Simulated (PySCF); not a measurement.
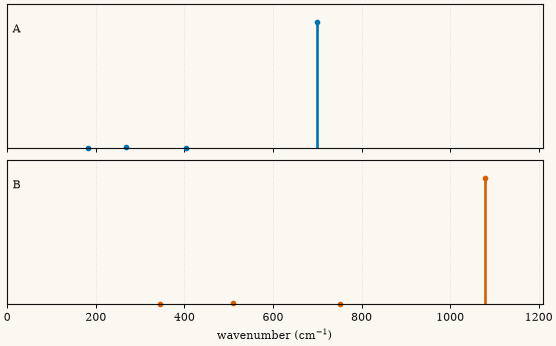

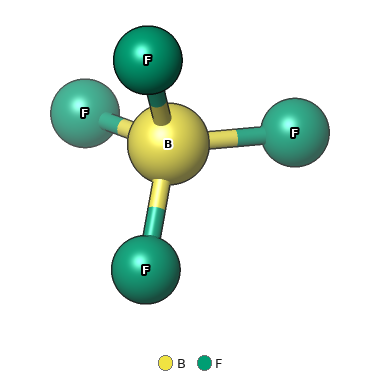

Harmonic infrared lines of BF₄⁻ and BCl₄⁻, all Td singlets, each the lowest point that its search found (BF₄⁻ is drawn); the ligand atom changes down one group of the periodic table. PBE0/def2-SVPD, PySCF, unscaled, no spin-orbit coupling; each panel is scaled to its strongest line, degenerate modes are one line with their intensities summed, and dots on the axis are modes too weak to show or inactive.

Which panel belongs to which molecule?

A: BCl₄⁻ (strongest line 698.4 cm⁻¹); B: BF₄⁻ (strongest line 1079.5 cm⁻¹).

How do the bond length and the stretches change along the series?

Mean bond length: BF₄⁻ 1.409, BCl₄⁻ 1.867 Å, rising down the group. Highest t2 mode: BF₄⁻ 1080, BCl₄⁻ 698 cm⁻¹, falling down the group.

Caveats, for all or some of the runs: double-zeta basis on some or all atoms.
